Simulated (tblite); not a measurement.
# Geometry relaxation, with input and output: C5H11ClOSi2 (part 2 of 2)

C5H11ClOSi2, SMILES [SiH3]OC[Si]1(Cl)CC=CC1; GFN2-xTB geometry optimisation, gas phase (tblite 0.8.0). 

Geometry of the input (Å):
```
Si 3.5926  0.4267  -0.4358
O  2.1283  0.1615  -1.2180
C  1.1745  -0.7395  -0.6310
Si -0.2452  0.0056  0.3396
Cl 0.3482  0.7159  2.1772
C  -1.7257  -1.2062  0.5507
C  -2.8694  -0.5063  -0.1447
C  -2.6433  0.6979  -0.6989
C  -1.2576  1.2894  -0.6141
H  4.1490  -0.8725  -0.0025
H  3.3478  1.2849  0.7471
H  4.5125  1.1018  -1.3663
H  0.7081  -1.2536  -1.4784
H  1.6604  -1.5253  -0.0508
H  -1.9545  -1.3595  1.6120
H  -1.5087  -2.1628  0.0845
H  -3.8461  -0.9787  -0.1676
H  -3.4404  1.2343  -1.2100
H  -1.2920  2.2509  -0.0774
H  -0.8437  1.4461  -1.6101
```

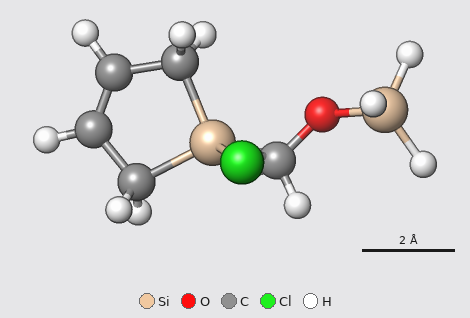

The geometry at step 176 of the log (ball-and-stick view, seen on its broad side).

Trajectory as extended XYZ, continued:
```
20
Properties=species:S:1:pos:R:3:forces:R:3 step=88 energy=-774.04198
Si    3.5298    0.4985   -0.3480    0.0030   0.0020   0.0010
O     2.1465    0.0562   -1.0630   -0.0010   0.0050   0.0000
C     1.1796   -0.8824   -0.6643    0.0070  -0.0030  -0.0020
Si   -0.2316   -0.0572    0.3398   -0.0010  -0.0010  -0.0150
Cl    0.4798    0.6294    2.1094    0.0060  -0.0020   0.0070
C    -1.7556   -1.1866    0.5720   -0.0040  -0.0040  -0.0010
C    -2.8584   -0.4376   -0.1173   -0.0050   0.0000   0.0020
C    -2.5918    0.7189   -0.6984   -0.0070  -0.0010  -0.0080
C    -1.1912    1.2595   -0.6547   -0.0100   0.0030  -0.0020
H     4.3432   -0.6817   -0.0350    0.0060  -0.0010   0.0020
H     3.3072    1.2404    0.8939    0.0040   0.0000   0.0040
H     4.0734    1.3174   -1.4188   -0.0020   0.0010  -0.0080
H     0.7778   -1.3254   -1.5812   -0.0010  -0.0110   0.0050
H     1.6511   -1.6893   -0.0949    0.0000   0.0000   0.0100
H    -2.0173   -1.3438    1.6189    0.0030   0.0010   0.0040
H    -1.6494   -2.1774    0.1291    0.0040  -0.0060  -0.0020
H    -3.8476   -0.8707   -0.1138   -0.0030   0.0000  -0.0040
H    -3.3469    1.2993   -1.2070   -0.0050   0.0080   0.0010
H    -1.1921    2.2481   -0.1925    0.0090   0.0020   0.0030
H    -0.8117    1.3951   -1.6687   -0.0010   0.0070   0.0030
20
Properties=species:S:1:pos:R:3:forces:R:3 step=110 energy=-774.04365
Si    3.5243    0.5250   -0.3766   -0.0060   0.0010   0.0050
O     2.1313    0.0459   -1.0486    0.0000  -0.0090  -0.0010
C     1.1997   -0.9148   -0.6167   -0.0020  -0.0020   0.0020
Si   -0.2415   -0.0876    0.3428    0.0040  -0.0100  -0.0140
Cl    0.4507    0.5826    2.1279   -0.0010   0.0060   0.0070
C    -1.7852   -1.1965    0.5494   -0.0020   0.0020   0.0000
C    -2.8750   -0.4137   -0.1238   -0.0030  -0.0040   0.0010
C    -2.5855    0.7429   -0.6939    0.0040   0.0060  -0.0010
C    -1.1713    1.2472   -0.6566    0.0060   0.0000   0.0010
H     4.3955   -0.6269   -0.1155   -0.0050   0.0030  -0.0020
H     3.3202    1.2341    0.8878    0.0010   0.0000   0.0040
H     3.9935    1.3830   -1.4517    0.0020   0.0020  -0.0090
H     0.8253   -1.4169   -1.5143    0.0000   0.0030   0.0060
H     1.6960   -1.6738   -0.0042   -0.0070   0.0020  -0.0010
H    -2.0493   -1.3700    1.5932    0.0010  -0.0010  -0.0010
H    -1.6964   -2.1802    0.0867    0.0050   0.0040  -0.0010
H    -3.8742   -0.8231   -0.1189   -0.0020  -0.0030   0.0010
H    -3.3305    1.3486   -1.1883    0.0020  -0.0030   0.0000
H    -1.1417    2.2383   -0.2006    0.0000  -0.0020   0.0030
H    -0.7911    1.3665   -1.6724    0.0000   0.0030   0.0010
20
Properties=species:S:1:pos:R:3:forces:R:3 step=132 energy=-774.04384
Si    3.5190    0.5285   -0.3838    0.0000   0.0020  -0.0020
O     2.1285    0.0351   -1.0496    0.0010   0.0000  -0.0040
C     1.2005   -0.9232   -0.6061   -0.0010   0.0000   0.0000
Si   -0.2410   -0.0900    0.3458   -0.0030   0.0030   0.0050
Cl    0.4410    0.5843    2.1337    0.0040   0.0000   0.0050
C    -1.7857   -1.1980    0.5443   -0.0030  -0.0010  -0.0020
C    -2.8733   -0.4108   -0.1272   -0.0020   0.0050   0.0000
C    -2.5802    0.7465   -0.6943    0.0010   0.0000  -0.0030
C    -1.1654    1.2489   -0.6526    0.0010   0.0010   0.0000
H     4.4009   -0.6159   -0.1263   -0.0010   0.0040   0.0000
H     3.3158    1.2362    0.8818    0.0000   0.0000  -0.0020
H     3.9731    1.3887   -1.4644    0.0030  -0.0020   0.0020
H     0.8254   -1.4354   -1.4973   -0.0010  -0.0020  -0.0040
H     1.6989   -1.6746    0.0135    0.0000  -0.0020   0.0030
H    -2.0520   -1.3797    1.5860   -0.0010   0.0020   0.0000
H    -1.6954   -2.1779    0.0741    0.0020  -0.0030   0.0000
H    -3.8735   -0.8179   -0.1241    0.0010  -0.0020  -0.0020
H    -3.3229    1.3544   -1.1892   -0.0010   0.0000   0.0000
H    -1.1364    2.2380   -0.1920    0.0010  -0.0020   0.0050
H    -0.7824    1.3735   -1.6666   -0.0010  -0.0040  -0.0010
20
Properties=species:S:1:pos:R:3:forces:R:3 step=154 energy=-774.04421
Si    3.4980    0.5432   -0.4094   -0.0040  -0.0010   0.0070
O     2.1174    0.0108   -1.0654   -0.0080  -0.0010   0.0040
C     1.1973   -0.9408   -0.5921   -0.0140   0.0000   0.0030
Si   -0.2372   -0.1012    0.3678   -0.0110  -0.0020  -0.0240
Cl    0.4462    0.5462    2.1642    0.0070   0.0040   0.0130
C    -1.7924   -1.1993    0.5445   -0.0140   0.0000  -0.0070
C    -2.8640   -0.4089   -0.1495   -0.0030  -0.0020  -0.0010
C    -2.5592    0.7531   -0.7005    0.0140   0.0090  -0.0090
C    -1.1447    1.2542   -0.6256    0.0020  -0.0040   0.0040
H     4.3965   -0.5794   -0.1188    0.0060  -0.0050   0.0010
H     3.2796    1.2799    0.8367   -0.0030   0.0060   0.0040
H     3.9423    1.3827   -1.5091    0.0050   0.0040  -0.0100
H     0.8098   -1.4671   -1.4700    0.0060  -0.0040   0.0020
H     1.7064   -1.6816    0.0325   -0.0040   0.0040  -0.0070
H    -2.0811   -1.3753    1.5813    0.0130   0.0120   0.0040
H    -1.6990   -2.1827    0.0822    0.0010   0.0000  -0.0090
H    -3.8635   -0.8179   -0.1746    0.0060   0.0040   0.0050
H    -3.2902    1.3648   -1.2089    0.0060  -0.0110   0.0090
H    -1.1209    2.2355   -0.1473   -0.0090  -0.0120  -0.0090
H    -0.7464    1.3945   -1.6322    0.0040  -0.0040   0.0200
20
Properties=species:S:1:pos:R:3:forces:R:3 step=176 energy=-774.04487
Si    3.4462    0.5795   -0.4551   -0.0010   0.0000  -0.0010
O     2.0876   -0.0316   -1.0876    0.0020  -0.0010   0.0000
C     1.1902   -0.9814   -0.5692    0.0010   0.0030  -0.0010
Si   -0.2308   -0.1355    0.4051    0.0010  -0.0030   0.0050
Cl    0.4627    0.4546    2.2194   -0.0020   0.0000  -0.0040
C    -1.8111   -1.2021    0.5451    0.0040   0.0000   0.0000
C    -2.8455   -0.3991   -0.1893    0.0000  -0.0010   0.0040
C    -2.5076    0.7637   -0.7189   -0.0030  -0.0030   0.0000
C    -1.0961    1.2558   -0.5732   -0.0020   0.0000   0.0000
H     4.3812   -0.4940   -0.1007   -0.0020   0.0010   0.0030
H     3.1941    1.3777    0.7466   -0.0010   0.0010  -0.0010
H     3.8701    1.3713   -1.5984    0.0010   0.0000   0.0000
H     0.7900   -1.5328   -1.4256    0.0020  -0.0020   0.0040
H     1.7240   -1.7002    0.0602   -0.0020  -0.0010  -0.0040
H    -2.1307   -1.3559    1.5765    0.0020   0.0000  -0.0040
H    -1.7239   -2.1933    0.0985   -0.0020   0.0010   0.0000
H    -3.8461   -0.7995   -0.2584    0.0000   0.0010  -0.0020
H    -3.2115    1.3837   -1.2538   -0.0020   0.0030   0.0020
H    -1.0922    2.2191   -0.0598    0.0030   0.0040   0.0010
H    -0.6558    1.4307   -1.5558    0.0030  -0.0020  -0.0030
20
Properties=species:S:1:pos:R:3:forces:R:3 step=198 energy=-774.04651
Si    3.3622    0.6413   -0.4813   -0.0130  -0.0040  -0.0030
O     2.0889   -0.1148   -1.1347    0.0010  -0.0210   0.0180
C     1.2054   -1.0489   -0.5675   -0.0160  -0.0060   0.0070
Si   -0.2106   -0.1928    0.4075    0.0280   0.0000   0.0020
Cl    0.4720    0.3164    2.2523   -0.0030   0.0120  -0.0180
C    -1.8187   -1.2194    0.5128    0.0130   0.0090   0.0010
C    -2.8319   -0.3568   -0.1827   -0.0080  -0.0090   0.0120
C    -2.4601    0.8093   -0.6819    0.0060  -0.0070  -0.0130
C    -1.0281    1.2434   -0.5492    0.0060  -0.0160   0.0190
H     4.3088   -0.3309    0.0749    0.0020   0.0090   0.0100
H     2.9719    1.5702    0.5826    0.0040  -0.0090  -0.0010
H     3.8426    1.3114   -1.6779    0.0080   0.0070  -0.0150
H     0.7979   -1.6360   -1.3963    0.0060   0.0140  -0.0020
H     1.7560   -1.7410    0.0787   -0.0010   0.0160  -0.0090
H    -2.1344   -1.4027    1.5407   -0.0130  -0.0010  -0.0100
H    -1.7617   -2.1958    0.0300   -0.0100   0.0160  -0.0080
H    -3.8475   -0.7170   -0.2474   -0.0140  -0.0040  -0.0030
H    -3.1498    1.4707   -1.1851    0.0060  -0.0040   0.0010
H    -0.9791    2.2043   -0.0335    0.0130  -0.0100  -0.0050
H    -0.5887    1.3999   -1.5363   -0.0160   0.0070   0.0190
20
Properties=species:S:1:pos:R:3:forces:R:3 step=220 energy=-774.04969
Si    3.2333    0.7199   -0.5413    0.0080  -0.0080  -0.0070
O     2.1085   -0.2634   -1.1598   -0.0010   0.0070   0.0010
C     1.2250   -1.1575   -0.5361    0.0020  -0.0010  -0.0050
Si   -0.1813   -0.2720    0.4273   -0.0050   0.0140  -0.0060
Cl    0.4896    0.1689    2.2938   -0.0050  -0.0020  -0.0030
C    -1.8311   -1.2364    0.4638   -0.0100  -0.0010   0.0010
C    -2.8065   -0.2991   -0.1887    0.0090   0.0090  -0.0020
C    -2.3791    0.8677   -0.6393    0.0130   0.0090  -0.0060
C    -0.9286    1.2283   -0.4860    0.0060   0.0020  -0.0020
H     4.2117   -0.0264    0.2566   -0.0130   0.0090  -0.0020
H     2.6489    1.7646    0.3056   -0.0010  -0.0090  -0.0020
H     3.7632    1.2284   -1.7962    0.0110   0.0090   0.0030
H     0.8112   -1.7823   -1.3332   -0.0090  -0.0030   0.0070
H     1.7845   -1.8174    0.1359    0.0020   0.0000  -0.0010
H    -2.1619   -1.4699    1.4762   -0.0150  -0.0020   0.0000
H    -1.8093   -2.1818   -0.0793    0.0060  -0.0050   0.0040
H    -3.8378   -0.6101   -0.2711    0.0180  -0.0020   0.0070
H    -3.0338    1.5814   -1.1171    0.0000  -0.0050   0.0060
H    -0.8338    2.1690    0.0599   -0.0050  -0.0110   0.0060
H    -0.4780    1.3988   -1.4654   -0.0080  -0.0090   0.0010
20
Properties=species:S:1:pos:R:3:forces:R:3 step=242 energy=-774.05033
Si    3.1972    0.7355   -0.5543    0.0010   0.0020   0.0010
O     2.1123   -0.2908   -1.1740    0.0000  -0.0020  -0.0020
C     1.2230   -1.1759   -0.5458   -0.0020   0.0010   0.0020
Si   -0.1700   -0.2869    0.4344   -0.0030  -0.0010   0.0000
Cl    0.5078    0.1261    2.3042    0.0020   0.0010  -0.0010
C    -1.8283   -1.2371    0.4647    0.0000  -0.0020   0.0000
C    -2.7914   -0.2909   -0.1927    0.0010  -0.0030  -0.0010
C    -2.3542    0.8758   -0.6337    0.0010   0.0010  -0.0010
C    -0.9034    1.2270   -0.4665    0.0010   0.0020  -0.0010
H     4.1497    0.0456    0.3202   -0.0020  -0.0020   0.0000
H     2.5562    1.8036    0.2195   -0.0020   0.0010   0.0020
H     3.7783    1.2028   -1.8025    0.0000   0.0000  -0.0010
H     0.7955   -1.7949   -1.3402    0.0010   0.0000  -0.0010
H     1.7821   -1.8433    0.1192    0.0020   0.0000   0.0010
H    -2.1686   -1.4661    1.4751   -0.0010   0.0000  -0.0010
H    -1.8119   -2.1838   -0.0765    0.0010   0.0000   0.0010
H    -3.8231   -0.5963   -0.2842    0.0010   0.0000   0.0020
H    -3.0023    1.5950   -1.1118    0.0010   0.0020   0.0000
H    -0.8080    2.1601    0.0916   -0.0010   0.0000   0.0020
H    -0.4461    1.4050   -1.4411    0.0000   0.0010  -0.0020
```

Results in brief:

```json
{"quantity": "outcome", "value": "converged"}
{"quantity": "total energy", "value": "−774.0503 eV"}
{"quantity": "hardware", "value": "1 CPU thread, shared host"}
{"quantity": "wall time", "value": "2.5 s"}
{"quantity": "peak memory", "value": "0.18 GiB"}
```
